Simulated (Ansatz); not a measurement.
```xyz
5
Lattice="4.9888 0.0000 0.0000 0.0000 4.9888 0.0000 0.0000 0.0000 4.9888" Properties=species:S:1:pos:R:3 pbc="T T T"
Zr    2.4944    2.4944    2.4944
Nb    0.0000    0.0000    0.0000
Se    2.4944    0.0000    0.0000
Se    0.0000    0.0000    2.4944
Se    0.0000    2.4944    0.0000
```

Space group Pm-3m; a structure generated by program, which may or may not match a known phase; spin-polarised.

Level of theory: DFT PBE, scalar-relativistic, plane waves, PAW in Ansatz.

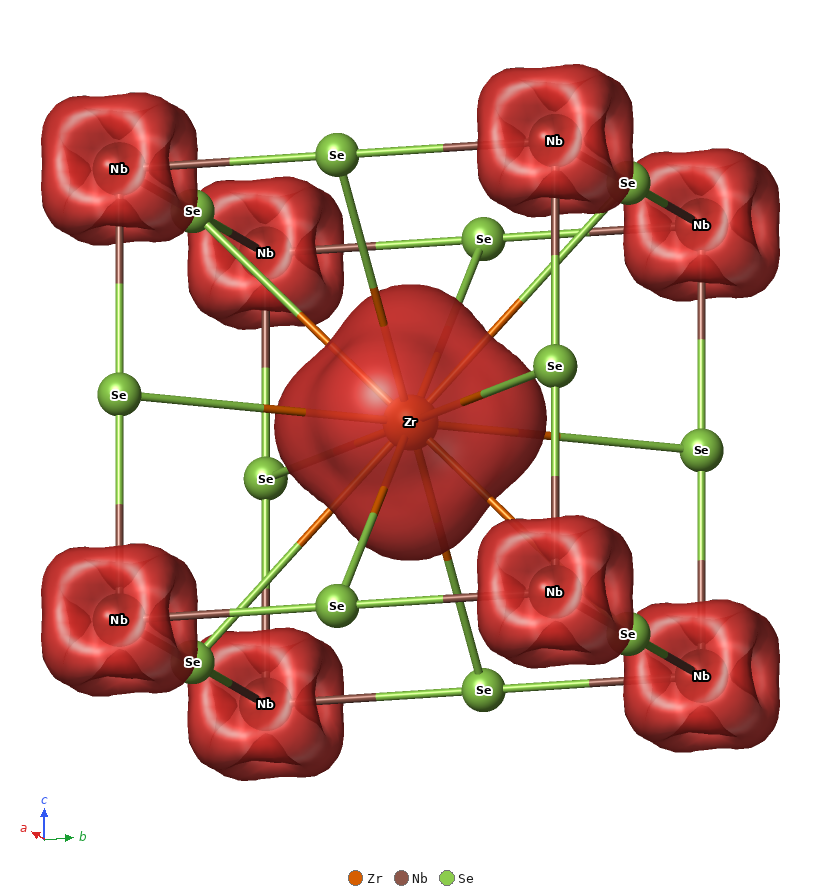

ZrNbSe$_{3}$. Isosurface of the spin density at +0.05 e/Å³ (red), seen at an oblique angle. Sticks mark near contacts.

The density is the valence pseudo-density of a PAW calculation; it isn't the true density close to the nuclei.

Describe the spin distribution.

The spin density sits on Zr: +1.5 μB in one cell of 5 atoms, with smaller moments on other sites: Nb (up to +0.27 μB) and Se (up to −0.06 μB): parallel main moments (a ferromagnetic arrangement) in this solution. The cell of the calculation (5 atoms) carries 2.1 μB of net spin moment.
